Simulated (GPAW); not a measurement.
# Polarising MoSi2N4 monolayer with a field along the normal

The dipole of the cell at several fields, atoms fixed. What does the strongest field give, and what length does the slope stand for?

Set-up. GPAW 26.7.0, plane waves (500 eV), PAW setups, PBE, 12×12 mesh, a dipole layer in the vacuum; geometry relaxed without an applied field with GPAW. The cell's area is 7.15 Å², and e/ε0 = 180.95 V Å.

Results, with one row withheld:

```tsv
field (V/Å)	dipole (e Å)
−0.2	−0.0629
−0.1	−0.0314
−0.05	−0.0157
0.05	0.0157
0.1	0.0314
0.2	0.0629
0.3	?
```

Q: What is the dipole at 0.3 V/Å?

Worked answer. A line through the 6 points has the slope α = 0.314 e Å per V/Å and the intercept p₀ = 0.0000 e Å (r.m.s. residual 2.8e−05). At 0.3 V/Å it gives p = 0.0000 + 0.314 × 0.3 = 0.0943 e Å; the run gives 0.0944 e Å, so the response stays linear to 0.1 % of the induced part. Dividing by ε0 and the area: α/(ε0 A) = 0.314 × 180.95 / 7.15 = 7.95 Å, against 7.13 Å between the outer nuclei. For a gapped layer this length is t(1 − 1/ε), so it fixes ε only once a thickness t is chosen.

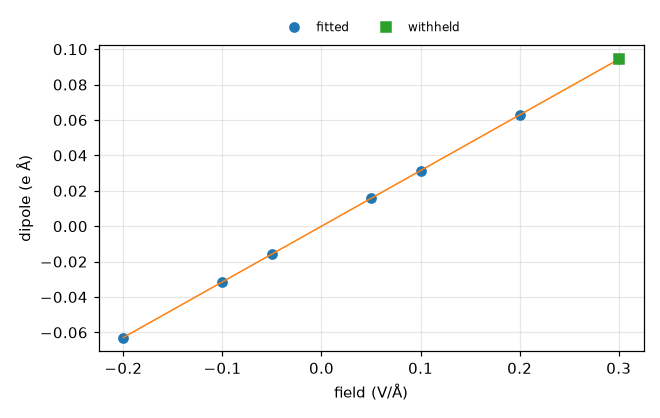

The line and the withheld run.

**Limits.** This is the electronic response alone; ions that move would add to it in polar layers. No run was spin-polarised, so magnetic states weren't tested.

[Logs are printed without paths, hosts, clocks, repeated set-up lines and the standing remarks that a program may print on its own settings, such as how far it seeks lower states.]
